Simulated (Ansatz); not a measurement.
C3H4F2Si

```xyz
10

C    -1.1958   -1.6586    0.8239
C    -0.1679   -0.9345    0.4993
C     0.8075   -0.1449    0.1400
F     2.0962   -0.4720    0.4123
Si    0.5047    1.4345   -0.7961
F     0.9062    2.6943    0.1010
H    -1.5840   -2.4193    0.1534
H    -1.6920   -1.5331    1.7816
H     1.3485    1.4782   -2.0121
H    -0.9404    1.5042   -1.1005
```

Geometry: PBE0-D4/def2-TZVP.

Level of theory: RKS PBE0-D4/def2-TZVPP in Ansatz.

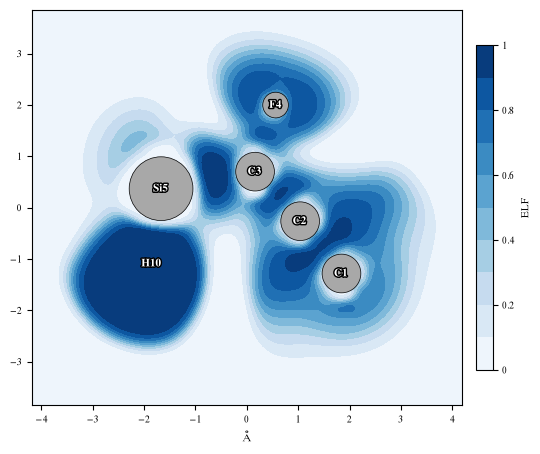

Figure 1. Electron localisation function on the plane of atoms F4, C3 and Si5. Grey discs cover the atomic cores.

> Read the bonding off the picture.

- The section cuts through C, F, Si and H sites.
- C–C (1.30 Å): the ELF peaks at about 0.90 between the atoms: a multiple bond.
- C–F (1.36 Å): the ELF peaks at about 0.85 between the atoms, as expected for a polar covalent bond.
- C–Si (1.86 Å): the ELF peaks at about 0.95 between the atoms: localised, covalent bonding.
- Si–H (1.48 Å): the ELF climbs to about 1 towards the hydrogen, as it does in any bond to H.
- The ELF also peaks beside F4, away from the bonds: lone-pair regions.

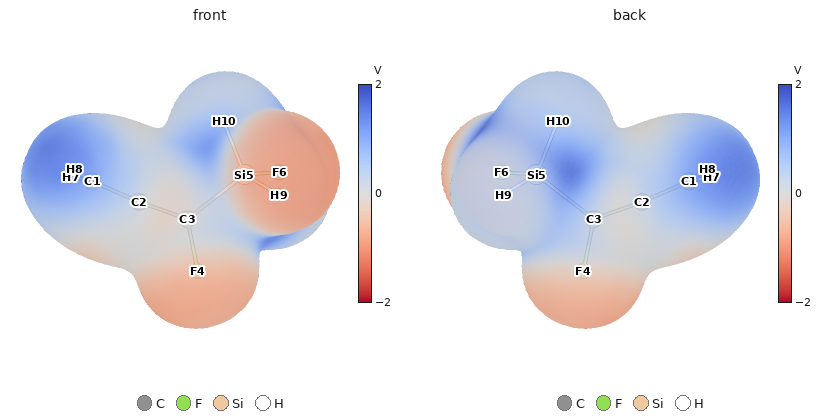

Figure 2. The molecular electrostatic potential painted on the density surface at 0.002 e/bohr³, seen from the front and from behind; the colour scale runs from red (negative) to blue (positive).

> Describe the electrostatic potential map.

The most negative region (about −0.9 V) lies over F6, the most positive (about +1.5 V) over Si5, H7 and H8.

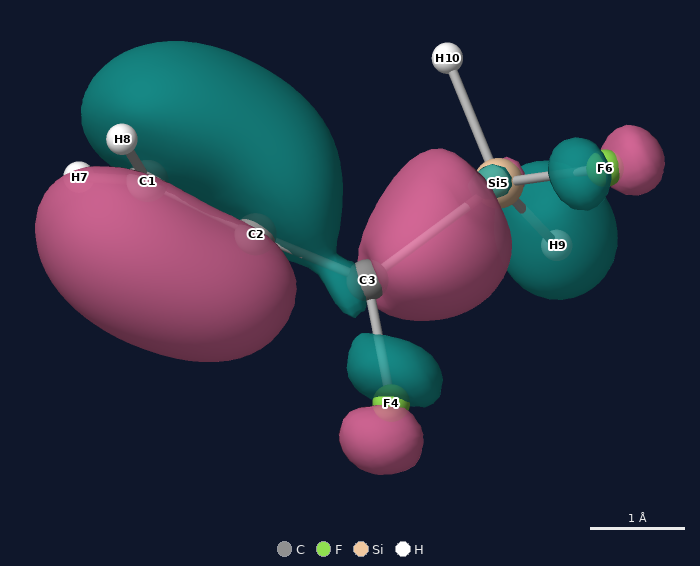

Figure 3. The HOMO−1 at ±0.1 Å⁻³ᐟ² (teal and pink are the two phases), seen at a tilt.

> What is the character of this orbital?

It lies mainly on C1 (about 40 %), C2 (about 30 %), C3 (about 10 %) and Si5 (about 5 %); π-bonding across C1–C2. Its energy is −8.50 eV.

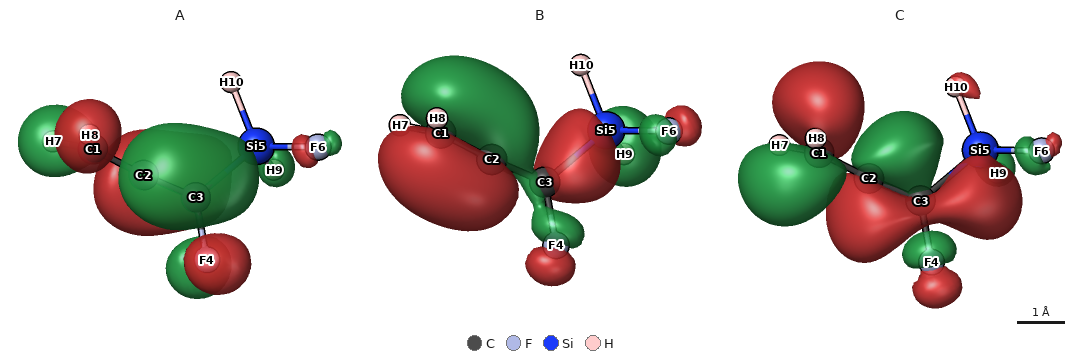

Figure 4. Three frontier orbitals at ±0.08 Å⁻³ᐟ² (green and red are the two phases), in no order.

> Order the three orbitals by energy and name them.

B is the HOMO−1 (−8.50 eV). It lies mainly on C1 (about 40 %), C2 (about 30 %), C3 (about 10 %) and Si5 (about 5 %); π-bonding across C1–C2. A is the HOMO (−7.89 eV). It lies mainly on C3 (about 35 %), C2 (about 30 %), F4 (about 15 %) and C1 (about 5 %); π-bonding across C3–C2. C is the LUMO (−1.05 eV). By Hirshfeld shares it lies mainly on C1 (about 30 %), C2 (about 25 %), C3 (about 15 %), Si5 (about 10 %) and F4 (about 10 %).

> What is the HOMO–LUMO gap?

6.84 eV between the orbital energies.
